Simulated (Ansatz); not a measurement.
```yaml
atoms:
  - { symbol: C, position_ang: [1.2130, 0.8351, -1.2329] }
  - { symbol: C, position_ang: [0.8607, 0.7875, 0.1173] }
  - { symbol: C, position_ang: [-0.4632, 0.7318, 0.5572] }
  - { symbol: F, position_ang: [-2.1622, 2.2661, -2.6277] }
  - { symbol: F, position_ang: [-2.0575, -0.7491, -2.7039] }
  - { symbol: Ga, position_ang: [-1.4741, 0.7655, -2.0701] }
  - { symbol: O, position_ang: [0.4227, 0.8348, -2.2260] }
  - { symbol: O, position_ang: [-1.5056, 0.7160, -0.1665] }
  - { symbol: H, position_ang: [2.2849, 0.8781, -1.4908] }
  - { symbol: H, position_ang: [1.6559, 0.7945, 0.8623] }
  - { symbol: H, position_ang: [-0.6504, 0.6972, 1.6441] }
```

Geometry: PBE0-D4/def2-SVP.

Method: isolated molecule in a Gaussian basis; Kohn-Sham density functional theory, functional PBE0 (Ansatz).

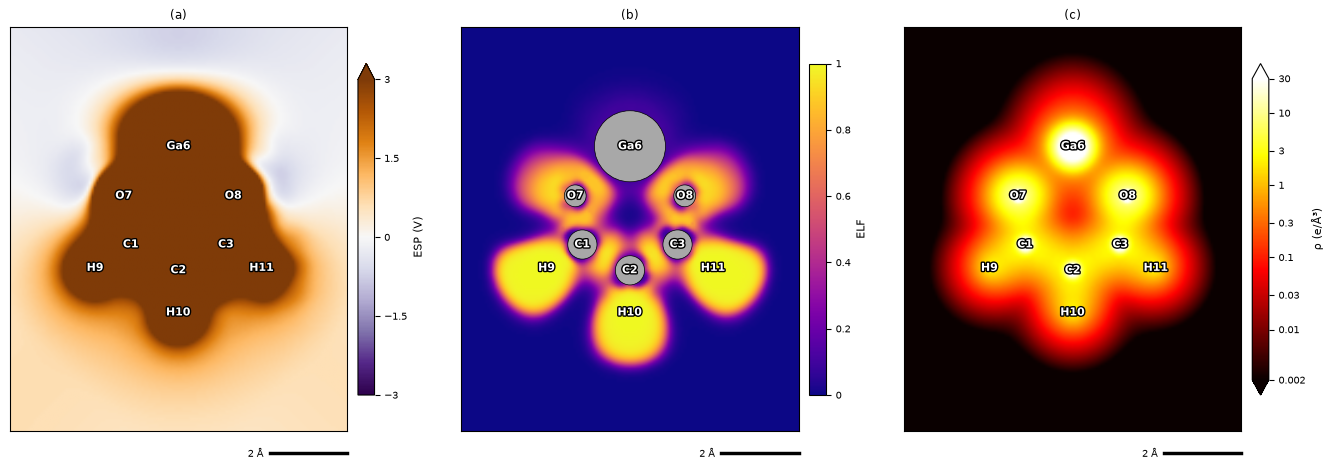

C3H3F2GaO2. (a) molecular electrostatic potential; (b) ELF; (c) electron density on the plane of atoms C1, O7 and Ga6. Grey discs cover the atomic cores in the ELF map.

### Describe what can be read from this map.

- Atoms in the plane: C, Ga, O and H.
- C–O (1.27 Å): ρ at the midpoint is about 2.9 e/Å³; the ELF peaks at about 0.90 between the atoms (a short, strongly polar bond).
- C–C (1.40 Å): the density is about 2.1 e/Å³ at the midpoint; the ELF peaks at about 0.95 between the atoms, as expected for localised, covalent bonding.
- Ga–O (1.90 Å): the density is about 0.66 e/Å³ at the midpoint; the ELF peaks at about 0.90 in the valence shell of O, 0.6 Å from its nucleus, and is about 0.25 at the midpoint.
- C–H (1.09 Å): the density is about 1.9 e/Å³ at the midpoint; the ELF climbs to about 1 towards the hydrogen, as it does in any bond to H (a covalent bond by its length).
- The ELF also peaks beside O7 and O8, away from the bonds: lone-pair regions.
- Outside the dense part of the molecule the potential is most negative (−0.7 V) near O7 and O8.
